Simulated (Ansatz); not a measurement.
**C3H3AlF2O2: how energies converge with the basis set**

Aim: see how fast density functionals converge with the basis set for C3H3AlF2O2.

Program: Ansatz 0.2.0, Gaussian basis. Level of theory: one geometry, several basis sets. These are calculated values, not measurements.

Levels to be run: PBE0-D4/def2-SVP; ωB97M-V/def2-SVP; PBE0-D4/def2-QZVPP; ωB97M-V/def2-QZVPP; the functionals' def2-TZVPP values are taken from earlier runs.

## (1) The geometry

An earlier PBE0-D4 in a triple-zeta def2 set relaxation fixed the geometry.

SMILES `[F][Al-]1([F])[O]C=CC=[O+]1`, 11 atoms, charge 0, spin multiplicity 1.

Atoms are counted from 1 here; the program's logs count them from 0.

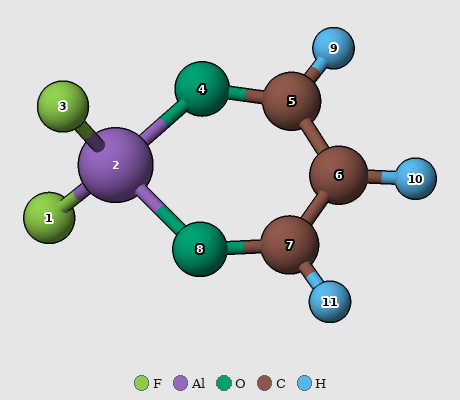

The structure; fluorine green, aluminium purple, oxygen teal, carbon brown, hydrogen blue; atoms are numbered from 1 in the order of the file.

## (2) PBE0-D4 in def2-SVP

File in.yaml:

```yaml
crystal:
  periodic: [false, false, false]
  atoms:
    - {symbol: F, position_ang: [-0.735754, -1.987452, 2.043181]}
    - {symbol: Al, position_ang: [0.414215, -1.059488, 1.319319]}
    - {symbol: F, position_ang: [1.963573, -1.147408, 1.866639]}
    - {symbol: O, position_ang: [-0.124918, 0.668488, 1.285238]}
    - {symbol: C, position_ang: [-0.392631, 1.330106, 0.236686]}
    - {symbol: C, position_ang: [-0.323392, 0.847848, -1.063807]}
    - {symbol: C, position_ang: [0.061149, -0.458675, -1.335417]}
    - {symbol: O, position_ang: [0.381967, -1.329344, -0.470615]}
    - {symbol: H, position_ang: [-0.702283, 2.366137, 0.399273]}
    - {symbol: H, position_ang: [-0.575698, 1.504492, -1.883781]}
    - {symbol: H, position_ang: [0.099072, -0.791804, -2.376216]}
basis:
  gaussian: {orbitals: def2-SVP}
hamiltonian: {xc: pbe0, dispersion: d4}
output: {orbitals: {seedname: orbitals}}
```

Run with:

```bash
$ ansatz run in.yaml --threads 4 --pin off --events-out ev --progress --plain --max-ram 11315MiB
```

Output:

```text
Functional definition: PBE0
  name "PBE0"
  cite "Adamo & Barone, J. Chem. Phys. 110, 6158 (1999) doi:10.1063/1.478522"
  cite "Perdew, Burke & Ernzerhof, Phys. Rev. Lett. 77, 3865 (1996) doi:10.1103/PhysRevLett.77.3865"
  parent pbe
  parameter a = 0.25
  parameter kappa = 0.804
  parameter beta = 0.06672455060314922
  exchange = (1 - a)*pbe_x(kappa = kappa, mu = beta*pi^2/3) + a*exact_x
  correlation = pbe_c(beta = beta)
1456 factors; their error is unknown
mean field evaluation 1: about -19255.2257 eV, gradient 6.6e1 eV
mean field evaluation 2: about -19249.8031 eV, gradient 9.0e1 eV
mean field evaluation 4: about -19262.7641 eV, gradient 3.6e0 eV
mean field evaluation 8: about -19262.7873 eV, gradient 7.8e-2 eV
mean field evaluation 16: about -19262.8880 eV, gradient 6.4e-5 eV
mean field -19262.88804734 eV, -707.8980788852 hartree, gradient 6.4e-5 eV, S^2 0.000000; 0 other end points of the search recorded, 0 dependent functions left out
reference -19262.88808190 eV, -707.8980801552 hartree; 34, 34 occupied and 97, 97 virtual orbitals, 1456 factors
Total energy: -19263.13028980 eV, -707.9069811314 hartree
```

Wall time 1.6 s (4 threads of Arm Neoverse V2, shared host); peak memory 0.36 GiB.

## (3) ωB97M-V in def2-SVP

Changes to in.yaml since step 2:

```diff
@@ -16,3 +16,3 @@
   gaussian: {orbitals: def2-SVP}
-hamiltonian: {xc: pbe0, dispersion: d4}
+hamiltonian: {xc: {name: wB97M-V}}
 output: {orbitals: {seedname: orbitals}}
```

Launched as before.

Output, shortened:

```text
Functional definition: wB97M-V
  name "wB97M-V"
  cite "Mardirossian & Head-Gordon, J. Chem. Phys. 144, 214110 (2016) doi:10.1063/1.4952647"
  cite "Becke, J. Chem. Phys. 107, 8554 (1997) doi:10.1063/1.475007"
  cite "Vydrov & Van Voorhis, J. Chem. Phys. 133, 244103 (2010) doi:10.1063/1.3521275"
  # Of w^i u^j: cxij and so on, Table III.
[...]
  gx(w, u) = 1 - cx + cx01*u + cx10*w
  gss(w, u) = css00 + css04*u^4 + css10*w + css20*w^2 + css43*w^4*u^3
  gos(w, u) = cos00 + cos10*w + (cos20 + cos21*u)*w^2 + (cos60 + cos61*u)*w^6
[...]
      + integral(e_c_pw_mod_opposite_spin*gos(b97_w_opposite, b97_u_opposite)) + vv10(b, c)
1437 factors; their error is unknown
304 factors; integrals over basis functions are off by at most 7.9e-6 eV
[...]
mean field -19275.24070148 eV, -708.3520305521 hartree, gradient 8.1e-5 eV, S^2 0.000000; 0 other end points of the search recorded, 0 dependent functions left out
reference -19275.24075542 eV, -708.3520325343 hartree; 34, 34 occupied and 97, 97 virtual orbitals, 1437 factors
Total energy: -19275.24075542 eV, -708.3520325343 hartree
```

Run time: 6.5 s. Hardware: 4 threads of Arm Neoverse V2, shared host; peak memory 0.48 GiB.

## (4) PBE0-D4 in def2-QZVPP

Changes to in.yaml since step 3:

```diff
@@ -15,4 +15,4 @@
 basis:
-  gaussian: {orbitals: def2-SVP}
-hamiltonian: {xc: {name: wB97M-V}}
+  gaussian: {orbitals: "def2-QZVPP.json"}
+hamiltonian: {xc: pbe0, dispersion: d4}
 output: {orbitals: {seedname: orbitals}}
```

Launched as before.

Output:

```text
Functional definition: PBE0
  name "PBE0"
  cite "Adamo & Barone, J. Chem. Phys. 110, 6158 (1999) doi:10.1063/1.478522"
  cite "Perdew, Burke & Ernzerhof, Phys. Rev. Lett. 77, 3865 (1996) doi:10.1103/PhysRevLett.77.3865"
  parent pbe
  parameter a = 0.25
  parameter kappa = 0.804
  parameter beta = 0.06672455060314922
  exchange = (1 - a)*pbe_x(kappa = kappa, mu = beta*pi^2/3) + a*exact_x
  correlation = pbe_c(beta = beta)
1830 factors; their error is unknown
mean field evaluation 1: about -19271.1893 eV, gradient 8.0e1 eV
mean field evaluation 2: about -19263.0301 eV, gradient 1.1e2 eV
mean field evaluation 4: about -19281.2822 eV, gradient 5.1e0 eV
mean field evaluation 8: about -19281.3482 eV, gradient 3.5e-1 eV
mean field evaluation 16: about -19281.3483 eV, gradient 3.8e-5 eV
mean field -19281.34829160 eV, -708.5764803489 hartree, gradient 3.8e-5 eV, S^2 0.000000; 0 other end points of the search recorded, 0 dependent functions left out
reference -19281.34833675 eV, -708.5764820081 hartree; 34, 34 occupied and 525, 525 virtual orbitals, 1830 factors
Total energy: -19281.59054465 eV, -708.5853829844 hartree
```

It took 13 s on 4 threads of Arm Neoverse V2, shared host; peak memory 2.6 GiB.

## (5) ωB97M-V in def2-QZVPP

Changes to in.yaml since step 4:

```diff
@@ -16,3 +16,3 @@
   gaussian: {orbitals: "def2-QZVPP.json"}
-hamiltonian: {xc: pbe0, dispersion: d4}
+hamiltonian: {xc: {name: wB97M-V}}
 output: {orbitals: {seedname: orbitals}}
```

Launched as before.

Output, shortened:

```text
Functional definition: wB97M-V
  name "wB97M-V"
  cite "Mardirossian & Head-Gordon, J. Chem. Phys. 144, 214110 (2016) doi:10.1063/1.4952647"
  cite "Becke, J. Chem. Phys. 107, 8554 (1997) doi:10.1063/1.475007"
  cite "Vydrov & Van Voorhis, J. Chem. Phys. 133, 244103 (2010) doi:10.1063/1.3521275"
  # Of w^i u^j: cxij and so on, Table III.
[...]
  gx(w, u) = 1 - cx + cx01*u + cx10*w
  gss(w, u) = css00 + css04*u^4 + css10*w + css20*w^2 + css43*w^4*u^3
  gos(w, u) = cos00 + cos10*w + (cos20 + cos21*u)*w^2 + (cos60 + cos61*u)*w^6
[...]
      + integral(e_c_pw_mod_opposite_spin*gos(b97_w_opposite, b97_u_opposite)) + vv10(b, c)
1787 factors; their error is unknown
416 factors; integrals over basis functions are off by at most 1.4e-5 eV
[...]
mean field -19293.94470457 eV, -709.0393899876 hartree, gradient 3.2e-5 eV, S^2 0.000000; 0 other end points of the search recorded, 0 dependent functions left out
reference -19293.94477943 eV, -709.0393927387 hartree; 34, 34 occupied and 525, 525 virtual orbitals, 1787 factors
Total energy: -19293.94477943 eV, -709.0393927387 hartree
```

Wall time 25 s (4 threads of Arm Neoverse V2, shared host); peak memory 3.1 GiB.

## (6) Density functionals: the series

The def2-TZVPP values come from earlier runs at the same geometry.

```
functional       basis  functions  energy (eV)  from the largest (eV)  HOMO (eV)  LUMO (eV)
   PBE0-D4    def2-SVP        131  -19263.1303                 18.460      -8.37      -2.84
   PBE0-D4  def2-TZVPP        301  -19280.6506                  0.940      -8.36      -2.90
   PBE0-D4  def2-QZVPP        559  -19281.5905                  0.000      -8.39      -2.94
   ωB97M-V    def2-SVP        131  -19275.2408                 18.704     -10.46      -0.62
   ωB97M-V  def2-TZVPP        301  -19293.0707                  0.874     -10.47      -0.74
   ωB97M-V  def2-QZVPP        559  -19293.9448                  0.000     -10.50      -0.80
```

## (7) Results

| quantity | value |
| --- | --- |
| PBE0-D4: double and triple zeta above quadruple | 18.46, 0.94 eV |
| ωB97M-V: double and triple zeta above quadruple | 18.70, 0.87 eV |

In words: For PBE0-D4 the step from double to triple zeta gains 17.52 eV and the next only 0.94 eV. Total energies overstate the basis error of differences, where much of it tends to cancel.

For PBE0-D4 the largest set took about 8 times as long as the smallest (13 s against 1.6 s).
